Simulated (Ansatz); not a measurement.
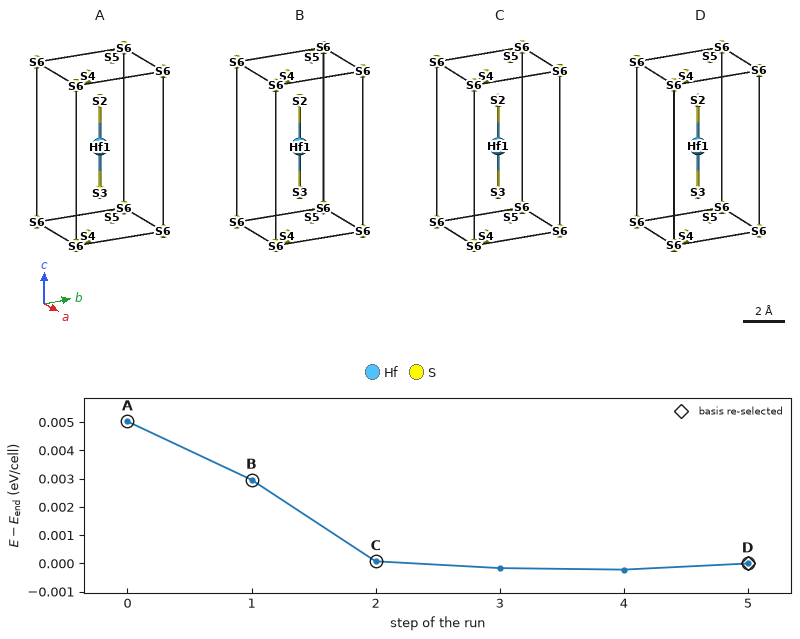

Frames of a relaxation of solid HfS5 (a generated structure, set up in Cmmm), marked on the history of the run. The picture is a ball-and-stick view of the cell of the calculation, seen slightly off an axis.

Method: DFT PBE, scalar-relativistic, plane waves, PAW in Ansatz. Settings: plane-wave cutoff 420 eV; k-point mesh 8 × 8 × 6; occupations gaussian; smearing width 0.1 eV; no spin polarisation; cell and atoms relaxed; force threshold 0.01 eV/Å; at most 80 steps.

What happens along the run?

The largest moves relative to the cell, 0.011 Å, are those of S4 and S5. S4 goes along [1 −1 0]. Hf stays in place. Cell: a = b 5.200 → 5.151 Å (−0.9 %), c 8.109 → 8.135 Å (+0.3 %), γ 102.4° → 104.5°. Volume −2.4 %. The space group stays Cmmm (No. 65). After 4 accepted moves (5 points after the start) the energy has fallen by 5.0 meV per cell of the calculation. Largest force component: 0.0086 eV/Å at the start, 0.0051 eV/Å at the end. The pressure goes from 0.08 to 0.01 GPa. The SCF was repeated once at an unchanged geometry on a basis and grid sized afresh for the cell, which shifted the energy by 0.2 meV per cell of the calculation at most. From step 0 to 1: volume −0.3 %, energy −2.1 meV per cell of the calculation. From step 1 to 2: volume −1.6 %, energy −2.9 meV per cell of the calculation. From step 2 to 5: volume −0.6 %, energy −0.1 meV per cell of the calculation.

```json
{"step": "0", "E − E(0), meV/atom": "0.00", "largest force component, eV/Å": "0.0086", "pressure, GPa": "0.08", "volume, Å³/atom": "35.700", "note": ""}
{"step": "1", "E − E(0), meV/atom": "-0.34", "largest force component, eV/Å": "0.0210", "pressure, GPa": "-0.03", "volume, Å³/atom": "35.595", "note": ""}
{"step": "2", "E − E(0), meV/atom": "-0.82", "largest force component, eV/Å": "0.0359", "pressure, GPa": "-0.07", "volume, Å³/atom": "35.030", "note": ""}
{"step": "3", "E − E(0), meV/atom": "-0.87", "largest force component, eV/Å": "0.0200", "pressure, GPa": "-0.04", "volume, Å³/atom": "34.884", "note": ""}
{"step": "4", "E − E(0), meV/atom": "-0.87", "largest force component, eV/Å": "0.0051", "pressure, GPa": "0.01", "volume, Å³/atom": "34.833", "note": ""}
{"step": "5", "E − E(0), meV/atom": "-0.84", "largest force component, eV/Å": "0.0051", "pressure, GPa": "0.01", "volume, Å³/atom": "34.833", "note": "same geometry, new basis"}
```

Limits of the set-up: layers or molecules are held without a dispersion correction, so their spacing is unreliable.
